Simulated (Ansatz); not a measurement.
ZrNH5O2BrF: several calculations on one system

**1. Relaxation**

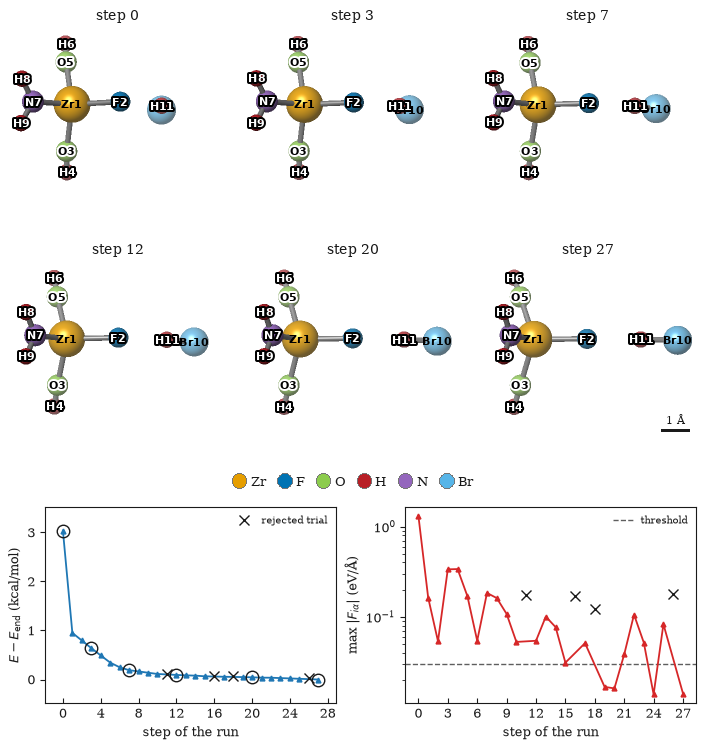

Frames of a relaxation of ZrNH$_{5}$O$_{2}$BrF, marked on the history of the run. Style: ball-and-stick. Shown at a tilt.

The run prepares an end point of a later path (reaction) calculation, from a guessed geometry.

Theory: RHF/def2-SVP (Ansatz 0.2.0).

Input file:
```yaml
crystal:
  periodic: [false, false, false]
  atoms:
    - { symbol: Zr, position_ang: [-0.139007, -0.267306, -0.117045] }
    - { symbol: F, position_ang: [0.027155, -0.179749, 1.844133] }
    - { symbol: O, position_ang: [1.617181, -0.415926, -0.888716] }
    - { symbol: H, position_ang: [2.485136, -0.310094, -1.233298] }
    - { symbol: O, position_ang: [-1.233641, 1.206152, -0.695219] }
    - { symbol: H, position_ang: [-1.633744, 2.011155, -0.968819] }
    - { symbol: "N", position_ang: [-1.131973, -1.981718, -0.613142] }
    - { symbol: H, position_ang: [-2.129517, -2.090807, -0.677398] }
    - { symbol: H, position_ang: [-0.702266, -2.859232, -0.851149] }
    - { symbol: Br, position_ang: [1.720539, 2.686475, 1.632437] }
    - { symbol: H, position_ang: [1.095237, 1.566451, 2.389915] }
basis:
  gaussian: { orbitals: def2-SVP }
hamiltonian:
  xc: hf
relax:
  f_tol: 0.03
  max_steps: 50
```

Run as
```bash
ansatz run input.yaml --threads 4 --pin off --max-ram 5120MiB --backend cpu --events-out ev --progress --plain --runs-dir out
```

Q: What happens along the run?

A: The energy falls by 3.04 kcal/mol in 23 accepted moves (27 points after the start). Largest force component: 1.3 eV/Å at the start, 0.014 eV/Å at the end. The line search rejected the trial steps at points 11, 16, 18, 26 of the run. The forces were under the threshold at step 19, but the run went on from there. Br10 moves most after the best rigid fit: 2.08 Å. By element the largest moves are Br 2.08 Å, F 0.98 Å, H 0.84 Å, O 0.63 Å, Zr 0.41 Å, N 0.30 Å. Among the contacts that change: Br10–H11 1.490 → 1.415 Å, Zr1–F2 1.970 → 1.954 Å. Among the angles between lasting bonds that change: Zr1–O3–H4 168.9° → 174.2°, Zr1–O5–H6 170.3° → 174.1°. From step 0 to 3: Br10 moves most (0.48 Å), energy −2.40 kcal/mol. From step 3 to 7: Br10 moves most (0.49 Å), energy −0.45 kcal/mol. From step 7 to 12: Br10 moves most (0.36 Å), energy −0.10 kcal/mol. From step 12 to 20: Br10 moves most (0.42 Å), energy −0.05 kcal/mol. From step 20 to 27: Br10 moves most (0.41 Å), energy −0.04 kcal/mol.

Limits of the set-up: Hartree-Fock leaves out electron correlation.

**2. Relaxation**

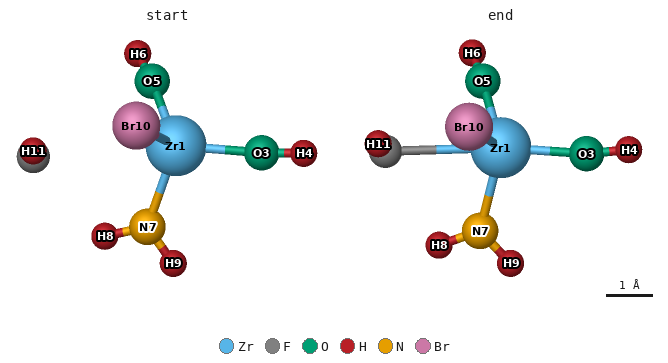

The structure of ZrNH5O2BrF before (left) and after (right) a relaxation, at one scale.

The picture is a ball-and-stick view, seen face on.

The run prepares an end point of a later path (reaction) calculation, from a guessed geometry.

These are results of RHF/def2-SVP (Ansatz 0.2.0), not measurements.

The input:
```yaml
crystal:
  periodic: [false, false, false]
  atoms:
    - { symbol: Zr, position_ang: [0.387167, 0.173429, -0.46696] }
    - { symbol: F, position_ang: [-1.22731, 0.385252, 2.259215] }
    - { symbol: O, position_ang: [1.558872, -0.204363, -1.92458] }
    - { symbol: H, position_ang: [2.190945, -0.313145, -2.61132] }
    - { symbol: O, position_ang: [-0.989814, 1.411969, -0.96869] }
    - { symbol: H, position_ang: [-1.747629, 1.925411, -1.179628] }
    - { symbol: "N", position_ang: [-0.376428, -1.623194, 0.06982] }
    - { symbol: H, position_ang: [-1.120947, -1.754757, 0.733058] }
    - { symbol: H, position_ang: [-0.107931, -2.514597, -0.304759] }
    - { symbol: Br, position_ang: [1.906242, 1.198696, 1.496641] }
    - { symbol: H, position_ang: [-0.498068, 0.680699, 2.718904] }
basis:
  gaussian: { orbitals: def2-SVP }
hamiltonian:
  xc: hf
relax:
  f_tol: 0.03
  max_steps: 50
```

Launched with:
```bash
ansatz run input.yaml --threads 4 --pin off --max-ram 5120MiB --backend cpu --events-out ev --progress --plain --runs-dir out
```

Describe what moved and what it gained.

Over 8 accepted moves (10 points after the start) the energy falls by 8.98 kJ/mol. Largest force component: 0.5 eV/Å at the start, 0.013 eV/Å at the end. The line search rejected the trial steps at points 3, 6 of the run. F2 moves most after the best rigid fit: 0.42 Å. Largest moves by element: F 0.42 Å, H 0.29 Å, Zr 0.21 Å, O 0.21 Å, N 0.10 Å, Br 0.07 Å. Some distances before and after: Zr1–F2 3.175 → 2.563 Å, Zr1–H11 3.345 → 2.904 Å, Zr1–Br10 2.686 → 2.667 Å, Zr1–N7 2.025 → 2.037 Å. New bonds form, among them: Zr1–F2 (3.18 → 2.56 Å). Among the angles between lasting bonds that change: N7–Zr1–Br10 111.0° → 116.1°, O3–Zr1–Br10 106.7° → 102.3°, O3–Zr1–N7 105.0° → 100.7°.

Limits of the set-up: the start holds two separate molecules, 2.6 Å apart at their closest, whose relative position is a soft coordinate and is computed without a dispersion correction; Hartree-Fock leaves out electron correlation.

**3. Path**

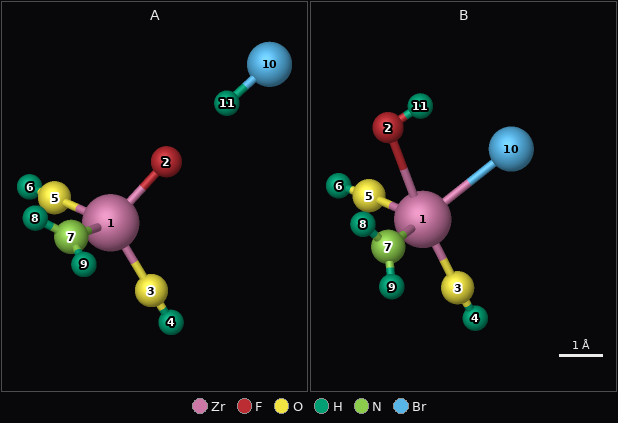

The two relaxed end points of a path for ZrNH5O2BrF. The picture is a ball-and-stick view, seen from a free direction.

Level of theory: RHF/def2-SVP in Ansatz 0.2.0.

Settings: 5 movable images; climbing image; force threshold 0.05 eV/Å; iteration limit 60.

Start:
```xyz
11

Zr   -0.1072   -0.1792   -0.5149
F     0.4174    0.5133    1.2356
O     1.5047   -0.5080   -1.5108
H     2.2890   -0.5777   -2.0238
O    -1.3173    1.0935   -1.2987
H    -1.8307    1.7621   -1.7140
N    -1.0964   -1.9526   -0.2883
H    -2.0901   -2.0650   -0.1793
H    -0.6770   -2.8669   -0.2839
Br    1.7278    2.5205    3.6670
H     1.1549    1.6254    2.7329
```

End:
```xyz
11

Zr    0.3418    0.1108   -0.2645
F    -1.1140    0.6955    1.7628
O     1.5954   -0.4722   -1.5805
H     2.2309   -0.6086   -2.2592
O    -0.7760    1.4433   -1.0822
H    -1.4205    1.9995   -1.4793
N    -0.5832   -1.6483    0.1829
H    -1.3758   -1.7673    0.7890
H    -0.3507   -2.5349   -0.2297
Br    1.9321    1.1166    1.6257
H    -0.5049    1.0311    2.3566
```

Q: Predict the minimum-energy path and its barrier.

A: The highest point, image 3, lies 0.70 eV above the start and 0.76 eV above the end; the end is at −0.06 eV relative to the start. Breaking: Br10–H11 (1.41 → 1.67 at the top → 2.55 Å). Forming: F2–H11 (2.01 → 1.15 at the top → 0.91 Å), Zr1–Br10 (5.31 → 3.23 at the top → 2.67 Å). The band converged in 22 iterations. The largest component of the band force went from 14 to 0.033 eV/Å. The climbing image converged on the top of the path. Its vibrational analysis gives one imaginary mode (996i cm⁻¹), as a transition state must have.

Energies of the converged images:

| image | path (Å) | E (eV) |
| --- | --- | --- |
| 0 | 0.00 | 0.000 |
| 1 | 1.24 | 0.004 |
| 2 | 2.49 | 0.030 |
| 3 | 3.73 | 0.696 |
| 4 | 4.80 | 0.309 |
| 5 | 5.85 | 0.070 |
| 6 | 6.90 | -0.062 |

The geometry at the top of the path:

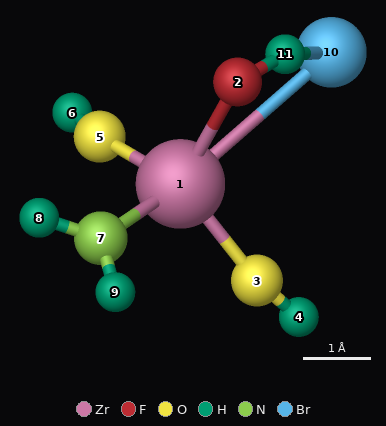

Limits of the set-up: Hartree-Fock leaves out electron correlation.

Cost: 3.8 min on 4 threads of Arm Neoverse V1, with other jobs on the host, peak memory 0.45 GiB.
